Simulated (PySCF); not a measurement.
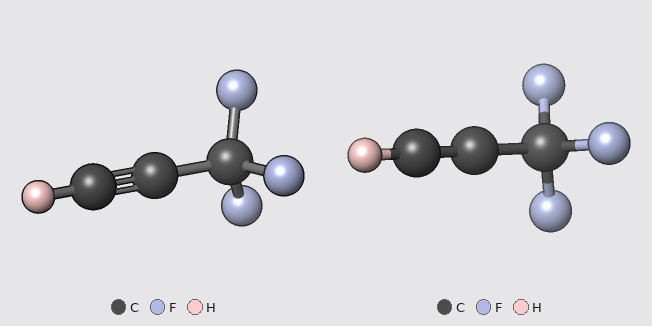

The same structure drawn twice, from different directions.

Identify the structure.

Formula C3HF3. SMILES: `C#CC(F)(F)F`. It has no ring. Among its groups: alkyne, C–F bond. The point group is C3v. Coordination: 2 C linear; 1 C tetrahedral.

More results for the same structure follow; atom numbers are the same in all pictures, views and colours differ. Computed geometry: PBE0-D3(BJ)/def2-SVP optimisation. No frequency run is at hand to confirm it as a minimum.

## Shape

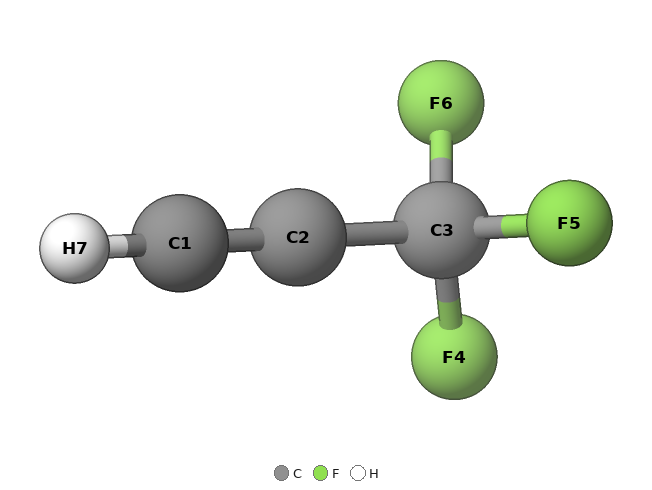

No frequency run is at hand to confirm it as a minimum.

Give the bond lengths.

| bond | length (Å) | order |
| --- | --- | --- |
| C1–C2 | 1.207 | triple |
| C1–H7 | 1.076 | single |
| C2–C3 | 1.469 | single |
| C3–F4 | 1.332 | single |
| C3–F5 | 1.331 | single |
| C3–F6 | 1.331 | single |

## NMR shielding

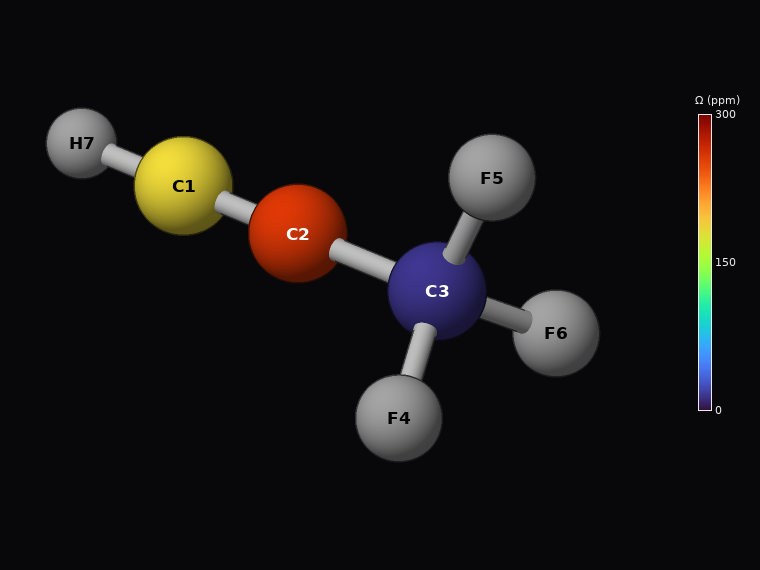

The C atoms are coloured by the span of their shielding tensor. No frequency run is at hand to confirm it as a minimum. Method: GIAO PBE0/cc-pVDZ NMR shielding, non-relativistic, gas phase (PySCF 2.14.0). Principal shieldings σ11 ≤ σ22 ≤ σ33, span Ω = σ33 − σ11, skew κ = 3(σiso − σ22)/Ω.

> Which C atom has the most anisotropic shielding?

C2, with a span of 258 ppm.

Give the shielding tensors of the C atoms.

```csv
atom,σ11,σ22,σ33,σiso,Ω,κ
C1,60.5,60.5,245.2,122.1,184.7,1.00
C2,40.2,40.2,298.5,126.3,258.4,1.00
C3,73.0,87.1,87.2,82.4,14.1,−0.99
```

Shieldings and span in ppm.

## Levels of theory compared

No frequency run is at hand to confirm it as a minimum. Program: PySCF 2.14.0.

Compare HOMO energy (eV) at these levels: PBE0/IGLO-III; PBE0/aug-cc-pVDZ; PBE0/cc-pVDZ; PBE0/cc-pVTZ; PBE0/pcSseg-0.

| level | HOMO energy (eV) |
| --- | --- |
| PBE0/IGLO-III | −9.25 |
| PBE0/aug-cc-pVDZ | −9.24 |
| PBE0/cc-pVDZ | −9.05 |
| PBE0/cc-pVTZ | −9.18 |
| PBE0/pcSseg-0 | −9.58 |

## Dipole moment

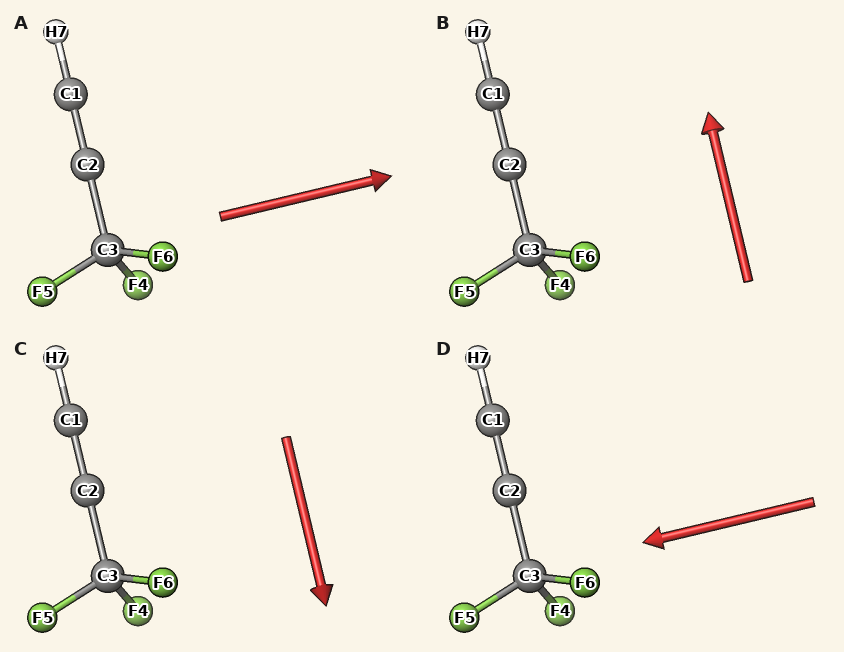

The same molecule four times, each with an arrow. No frequency run is at hand to confirm it as a minimum. Method: PBE0/cc-pVDZ, gas phase (PySCF 2.14.0).

> Which arrow points along the dipole moment, from the negative to the positive end?

B. The dipole moment is 2.13 D; it points from the side of F4, F5, F6 to the side of H7 (the outermost atoms at the two ends).

## Charges

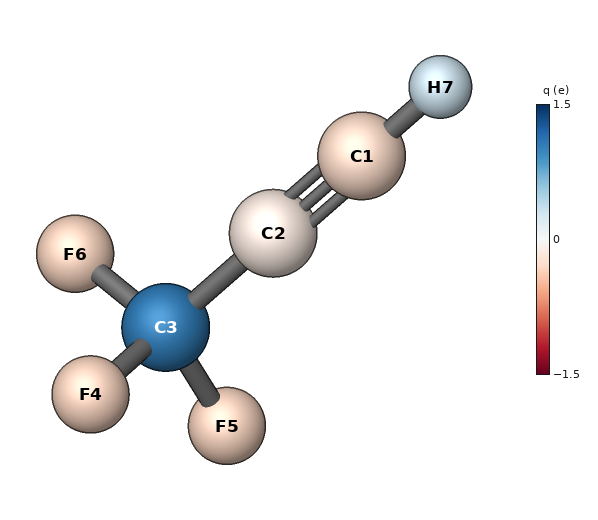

Atoms are coloured by their Mulliken charges. No frequency run is at hand to confirm it as a minimum. Level of theory: PBE0/pcSseg-0, gas phase (PySCF 2.14.0).

> Which atom carries the highest charge (most positive or least negative)?

C3 (1.04 e).

> And the lowest?

F4, F5, F6 (−0.31 e).

List the Mulliken charges.

```csv
atom,value (e)
C1,−0.28
C2,−0.13
C3,1.04
F4,−0.31
F5,−0.31
F6,−0.31
H7,0.31
```

Mulliken values depend strongly on the basis set and can even reverse the polarity of a bond.
